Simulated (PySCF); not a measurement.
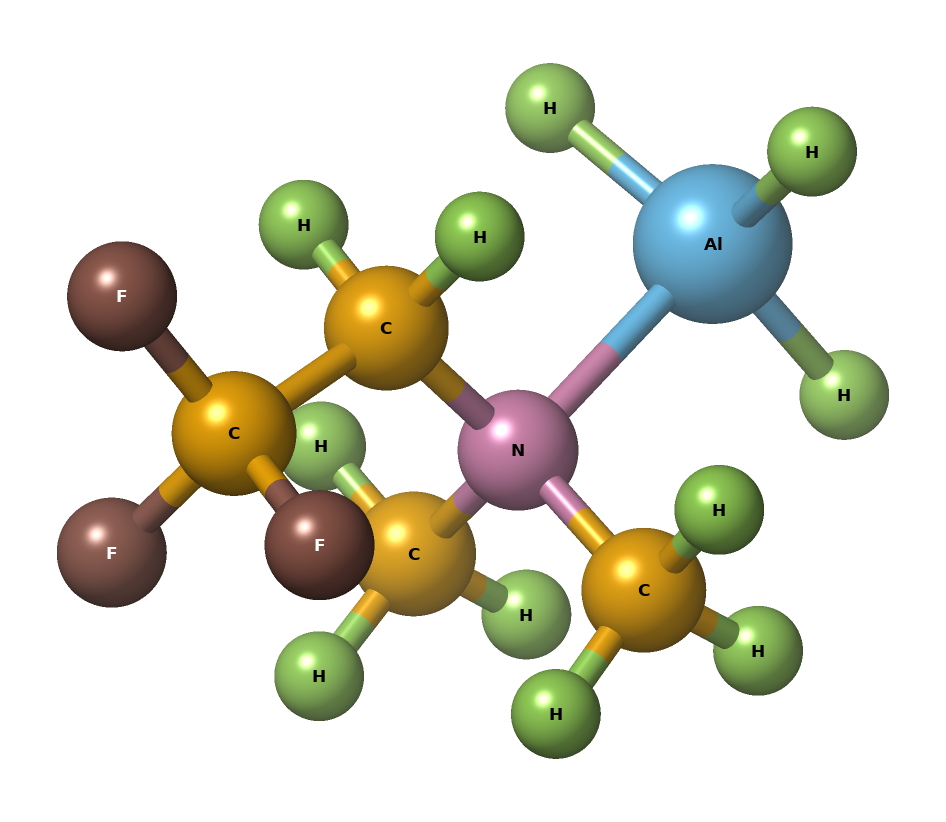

Every bond is drawn as one stick, whatever its order.

> What is the molecular formula?

C₄H₁₁AlF₃N, 20 atoms: 4 carbon, 11 hydrogen, 1 aluminium, 3 fluorine and 1 nitrogen.

> How many bonds of each kind are drawn?

8 C–H, 3 C–N, 3 C–F, 3 Al–H, 1 Al–N, 1 C–C.

> What is its SMILES?

C[N+](C)([AlH3-])CC(F)(F)F

More results for the same structure follow; atom numbers are the same in all pictures, views and colours differ. The geometry was computed by an optimisation with PBE0-D3(BJ)/def2-SVP. No frequency run is at hand to confirm it as a minimum.

### Geometry

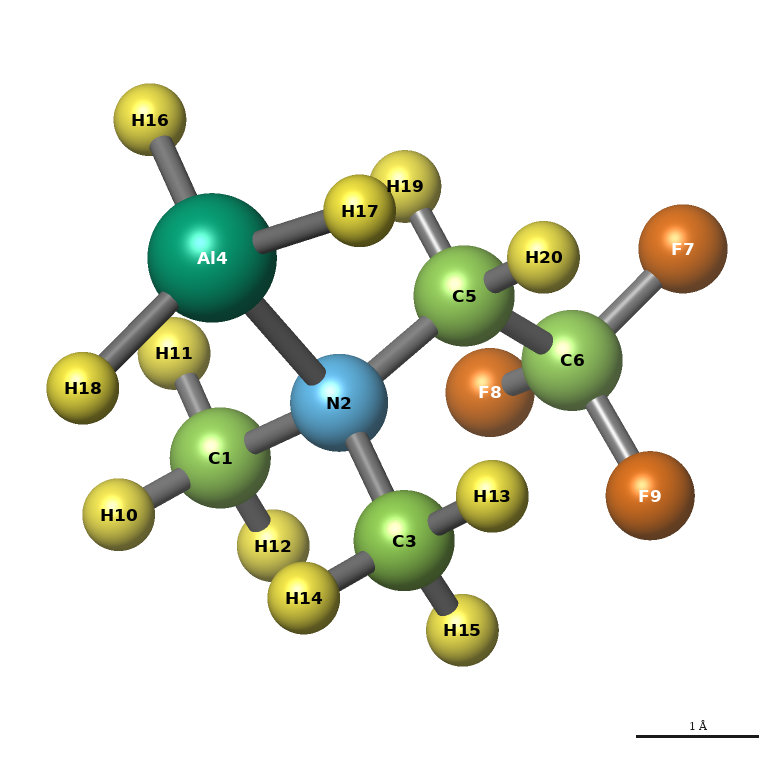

Atoms carry their numbers in the input. No frequency run is at hand to confirm it as a minimum.

List the bonds and their lengths. Leave out bonds to hydrogen.

```json
{"bond": "C1–N2", "length (Å)": "1.473"}
{"bond": "N2–C3", "length (Å)": "1.473"}
{"bond": "N2–Al4", "length (Å)": "2.101"}
{"bond": "N2–C5", "length (Å)": "1.465"}
{"bond": "C5–C6", "length (Å)": "1.519"}
{"bond": "C6–F7", "length (Å)": "1.332"}
{"bond": "C6–F8", "length (Å)": "1.337"}
{"bond": "C6–F9", "length (Å)": "1.337"}
```

### Polarisability

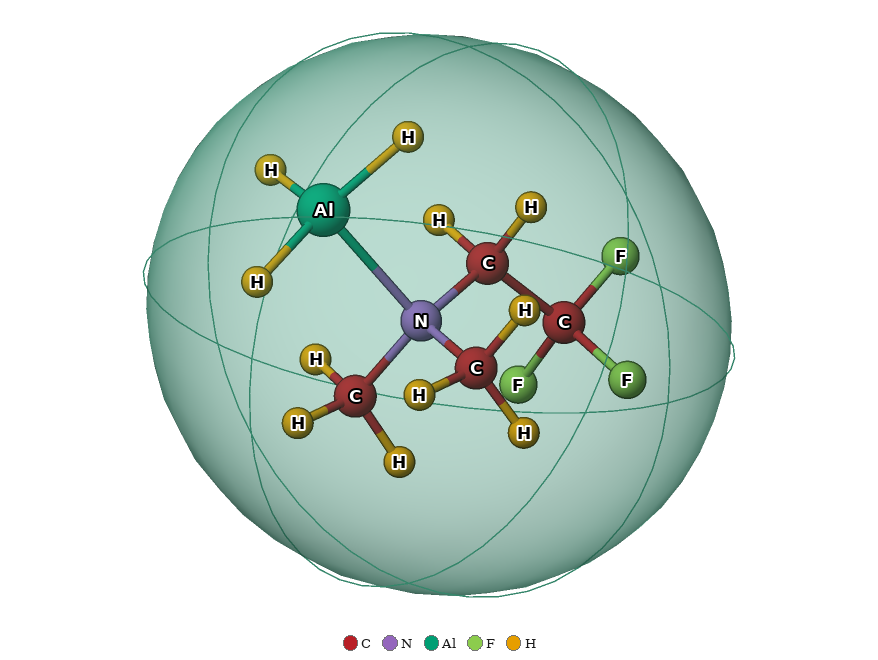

The ellipsoid shows the static dipole polarisability: its half-axes are proportional to the principal values. No frequency run is at hand to confirm it as a minimum. Level of theory: PBE0/def2-SVPD (PySCF 2.14.0).

> How large and how anisotropic is the polarisability?

Principal values 87.7, 89.3, 98.5 bohr³; mean 91.9 bohr³ (13.61 Å³); anisotropy 10.1 bohr³, so the longest axis is 1.12 times the shortest.

### NMR shielding

The questions are on isotropic NMR shieldings of the F atoms. No frequency run is at hand to confirm it as a minimum. Properties computed with GIAO PBE0/pcSseg-1 NMR shielding, non-relativistic, IEF-PCM chloroform (PySCF 2.14.0).

Give the isotropic NMR shieldings of the F atoms atom by atom.

```json
{"atom": "F7", "σ (ppm)": "253.9"}
{"atom": "F8", "σ (ppm)": "253.1"}
{"atom": "F9", "σ (ppm)": "257.1"}
```

### Excitation

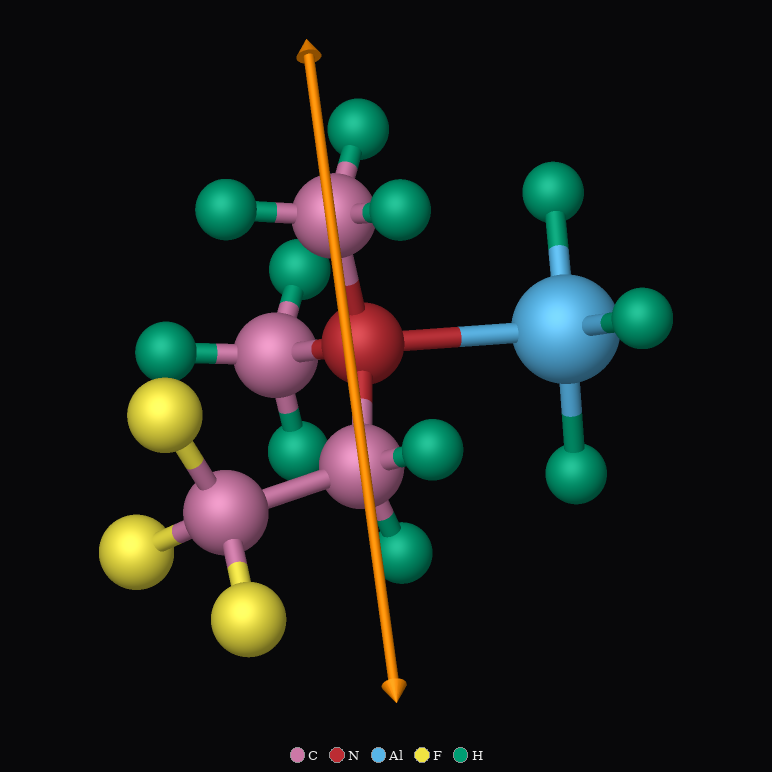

The double arrow shows the direction of the transition dipole to excited singlet state 9 (its length means nothing). No frequency run is at hand to confirm it as a minimum. Level of theory: TDDFT PBE0/def2-SVPD, vertical, gas phase, core orbitals frozen in the response (PySCF 2.14.0).

> Where does the transition lie, and how strong is it?

8.03 eV (154 nm), oscillator strength 0.15, mainly HOMO−1 → LUMO+3 (weight 0.59); transition dipole 2.21 D.

### Charges

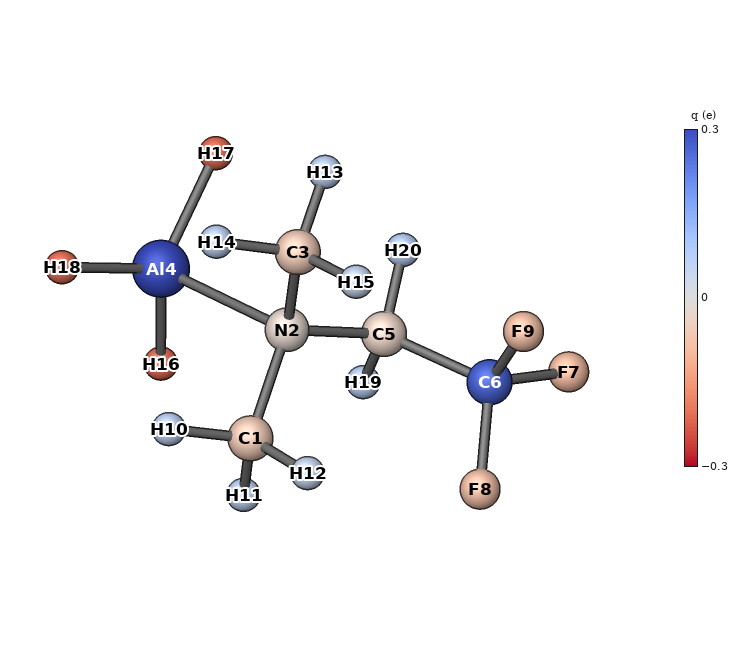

Atoms are coloured by their Hirshfeld charges. No frequency run is at hand to confirm it as a minimum. Method: PBE0/pcSseg-1 in chloroform (IEF-PCM) (PySCF 2.14.0).

Give the Hirshfeld charges atom by atom.

```
atom  value (e)
  C1      −0.06
  N2      −0.02
  C3      −0.06
 Al4       0.30
  C5      −0.03
  C6       0.27
  F7      −0.08
  F8      −0.08
  F9      −0.08
 H10       0.06
 H11       0.06
 H12       0.04
 H13       0.06
 H14       0.06
 H15       0.04
 H16      −0.21
 H17      −0.21
 H18      −0.20
 H19       0.06
 H20       0.07
```
